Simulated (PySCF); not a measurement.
In(H)2(OH)(MeCN), C2H6InNO, singlet at its B3LYP/def2-SVP optimised geometry (Å):

```
11

In    -0.2913    -1.1669     0.0000
H     -1.4420    -1.6500     1.2025
H      1.4420    -1.1669     0.0000
O     -1.1072    -1.0382    -1.9020
H     -1.1457    -1.8771    -2.3779
C     -1.7825     1.9599    -2.2790
C     -1.1870     1.6500    -0.9929
N     -0.7069     1.2914     0.0000
H     -1.8298     0.9829    -2.7930
H     -1.1536     2.6634    -2.8437
H     -2.7912     2.3798    -2.1539
```

Calculation: B3LYP/def2-TZVP, def2 effective core potentials past Kr run with PySCF. The core electrons that the potentials of In replace are not part of the density.

Map of the HOMO−1 amplitude (bohr^(-3/2)) on the plane z = 0.6 Å; orbital energy -7.66 eV, overall sign arbitrary:

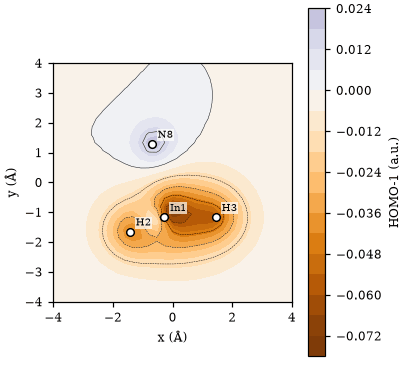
Figure. HOMO−1 amplitude (bohr^(-3/2)) on the plane z = 0.6 Å.
